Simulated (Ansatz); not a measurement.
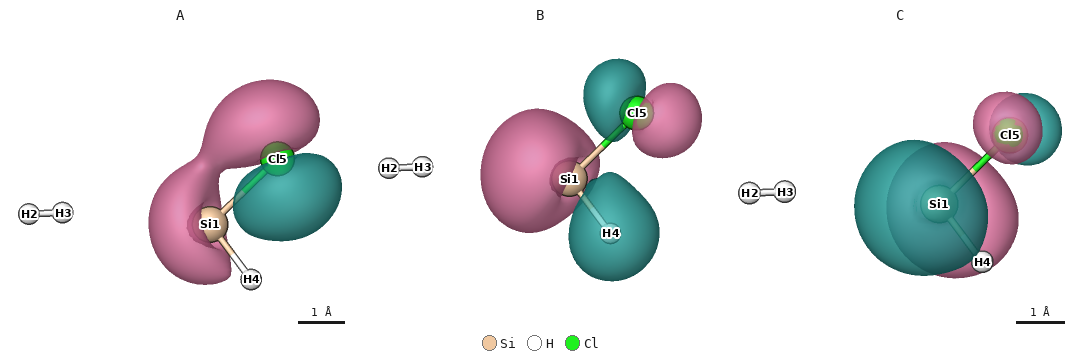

ClHSi···H$_{2}$. Three frontier orbitals at ±0.1 Å⁻³ᐟ² (teal and pink are the two phases), in no order.

All numbers below come from Ansatz, RKS PBE-D4/def2-SVPD.

```yaml
atoms:
  - { symbol: Si, position_ang: [-0.4458, -0.0474, -0.6790] }
  - { symbol: H, position_ang: [2.5280, 0.1107, 2.0143] }
  - { symbol: H, position_ang: [2.0632, 0.0162, 1.4082] }
  - { symbol: H, position_ang: [-1.5174, 1.0397, -0.9498] }
  - { symbol: Cl, position_ang: [-1.7368, -1.6659, -1.1629] }
```

Q: Order the three orbitals by energy and name them.

A: A is the HOMO−1 (−8.29 eV). By Hirshfeld shares it lies mainly on Cl5 (about 75 %) and Si1 (about 20 %). B is the HOMO (−6.08 eV). It lies mainly on Si1 (about 60 %), Cl5 (about 20 %) and H4 (about 20 %). C is the LUMO (−4.00 eV). Its weight (Hirshfeld) is mainly on Si1 (about 80 %) and Cl5 (about 15 %).

Q: What is the HOMO–LUMO gap?

A: 2.08 eV between the orbital energies.
